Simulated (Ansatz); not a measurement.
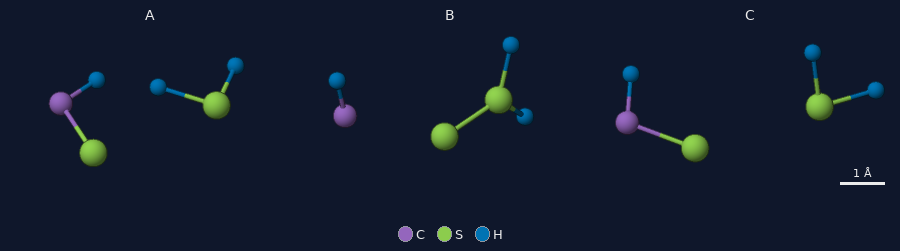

3 geometries from one relaxation of CH$_{3}$S$_{2}$ (charge −1), in shuffled order. Style: ball-and-stick. Shown at a tilt.

It is one of the separated reactants of a reaction.

All numbers below come from Ansatz, RKS PBE-D4/def2-SVPD. (force threshold 0.03 eV/Å; at most 250 steps)

Order the frames from highest to lowest energy.

B, C, A. They are steps 0, 11, 29, at +869.4 kJ/mol, +30.2 kJ/mol relative to the last. An H atom moves most after the best rigid fit: 1.72 Å. Largest moves by element: H 1.72 Å, S 1.42 Å, C 0.83 Å. Among the contacts that change: S–S 1.630 → 3.368 Å, C–S 2.532 → 1.671 Å, C–H 1.060 → 1.173 Å, H–S 1.360 → 1.419 Å. New bonds form, among them: C–S (2.53 → 1.67 Å). Bonds break, among them: S–S (1.63 → 3.37 Å). Among the angles between lasting bonds that change: H–S–H 115.5° → 90.6°. After 27 accepted moves (29 points after the start) the energy has fallen by 869.4 kJ/mol. The largest force component goes from 15 to 0.02 eV/Å. The line search rejected the trial steps at points 13, 25 of the run. The run took 40 s on 2 threads of Arm Neoverse V2, on a shared host.

Limits of the set-up: the start holds two separate molecules, 2.5 Å apart at their closest, whose relative position is a soft coordinate.
